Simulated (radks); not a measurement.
**Atomic calculation, with input and output: As⁶⁺**

- system: the arsenic ion As⁶⁺ in the configuration [He] 2s2 2p5 3s2 3p6 3d10 (high spin).
- method: non-relativistic Kohn-Sham, PBE, spin-polarised, spherical densities, point nucleus (the in-house radial solver radks)

**Summary**

- outcome: converged
- total energy: −2177.8294 hartree
- kinetic energy: 2176.5874 hartree
- electron–nucleus energy: −5107.8561 hartree
- Hartree energy: 831.254387 hartree
- exchange–correlation energy: −77.815077 hartree
- radius at density 0.001 e/bohr³: 2.02 bohr
- SCF iterations: 15
- hardware: 1 CPU thread, shared host

**Input file**
```
Z 33
configuration [He] 2s2 2p5 3s2 3p6 3d10
relativity non-relativistic
functional pbe,pbe
spin polarised
nucleus point
```

Energies in input and log are in hartree, lengths in bohr.

**Output**
```
1s      1   1.0000        -431.29056827
2s      1   1.0000         -58.60218944
2p      1   3.0000         -53.33570980
3s      1   1.0000         -10.49992132
3p      1   3.0000          -8.61146717
3d      1   5.0000          -5.22901308
1s      2   1.0000        -431.10174131
2s      2   1.0000         -58.31400591
2p      2   2.0000         -52.97941268
3s      2   1.0000         -10.47237319
3p      2   3.0000          -8.58088650
3d      2   5.0000          -5.20004346
Etot -2177.829411477757
Ekin 2176.5874046557747
Encl -5107.856126360342
Eh 831.2543872223796
Exc -77.81507699556853
err 2.259979620734155e-09
it 15
```

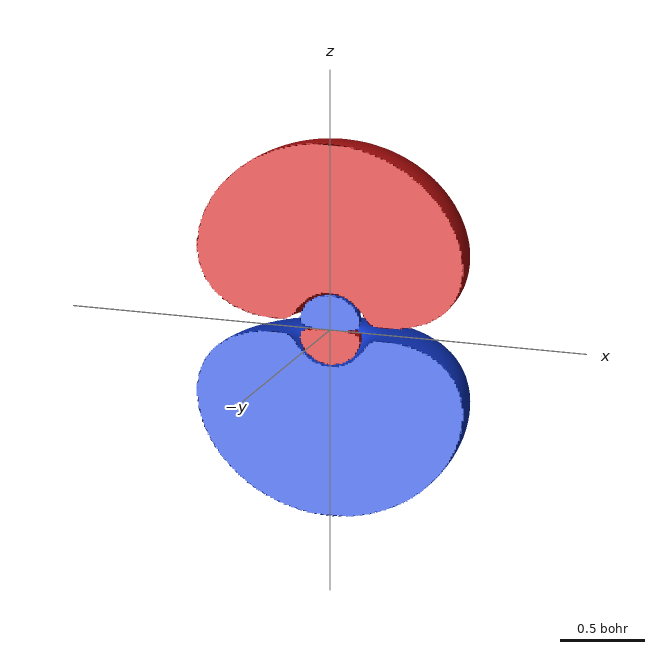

*The 3p(z) orbital of down spin. The radial function comes from the spherical calculation and is multiplied by a real spherical harmonic; the overall sign is chosen so that the largest lobe of P(r) is positive. The surface of constant |ψ| that holds about 95 % of the electron is drawn, red where ψ is positive and blue where it is negative, with the half in front of the xz plane cut away and the cut face painted.*

It has the nodal plane xy and 1 radial node, at r = 0.221 bohr. The outermost maximum of P² lies at 0.512 bohr, ⟨r⟩ = 0.600 bohr, 90 % of the charge lies within 0.915 bohr, and the eigenvalue is −233.5 eV, with 3 electrons in the shell for this spin.

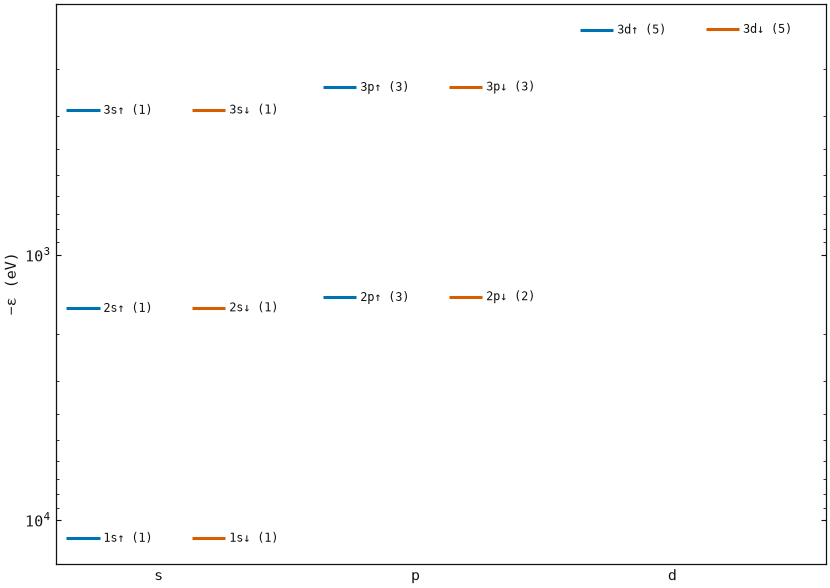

*All occupied levels, on a logarithmic scale of binding energy, are drawn (occupations in brackets, up spins at the left of each column and down spins at the right).*

The highest occupied level is 3d down at −141.5 eV. The highest 6 occupied levels, from the top down, are 3d down (−141.5 eV), 3d up (−142.3 eV), 3p down (−233.5 eV), 3p up (−234.3 eV), 3s down (−285.0 eV), 3s up (−285.7 eV). The largest exchange splitting (down less up) among the shells drawn in both spins is that of 2p, 9.70 eV. The open 2p shell lies under a filled one.
